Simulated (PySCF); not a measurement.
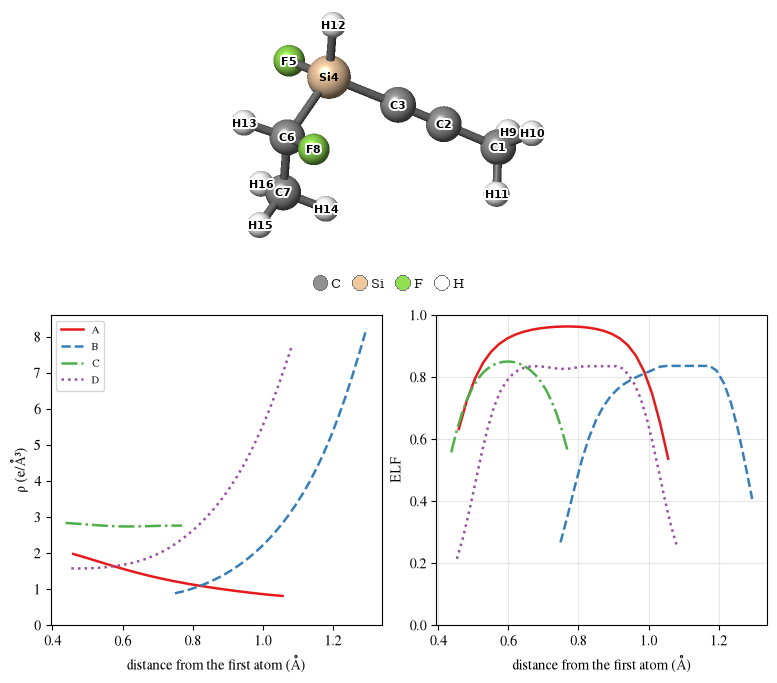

Figure 1: C5H8F2Si. Electron density and electron localisation function along straight lines between neighbouring atoms. The curves leave out the atomic cores. The structure is drawn too.

Geometry: GFN2-xTB.

Method: PBE0/pcSseg-1, SCF density, gas phase, non-relativistic (PySCF).

```tsv
atom	x (Å)	y (Å)	z (Å)
C	3.2644	-0.6672	0.4377
C	2.0369	0.0355	0.1573
C	1.0116	0.6228	-0.0856
Si	-0.5752	1.4984	-0.3816
F	-0.8275	1.6059	-1.9775
C	-2.0359	0.4212	0.2531
C	-2.0023	-1.0158	-0.2433
F	-2.0250	0.4116	1.6492
H	3.9403	-0.5910	-0.4135
H	3.7448	-0.2346	1.3148
H	3.0551	-1.7186	0.6332
H	-0.6192	2.8622	0.1166
H	-2.9988	0.8779	-0.0108
H	-1.0797	-1.4990	0.0700
H	-2.8436	-1.5787	0.1569
H	-2.0534	-1.0216	-1.3287
```

### Which curve belongs to which contact (C–C, C–F, C–Si and Si–F)? The first atom named is at distance zero.

Curve A: C–Si (1.84 Å): ρ is about 0.95 e/Å³ halfway; the ELF peaks at about 0.95 between the atoms; a covalent bond. Curve B: Si–F (1.62 Å): the density is about 1 e/Å³ at the midpoint; the ELF peaks at about 0.85 in the valence shell of F, 0.6 Å from its nucleus, and is about 0.55 at the midpoint. Curve C: C–C (1.21 Å): ρ at the midpoint is about 2.7 e/Å³; the ELF peaks at about 0.85 between the atoms; a short, multiple covalent bond. Curve D: C–F (1.40 Å): ρ is about 2 e/Å³ halfway, with its minimum of 1.6 e/Å³ about 0.5 Å from C; the ELF peaks at about 0.85 between the atoms: a shared but strongly polarised pair.
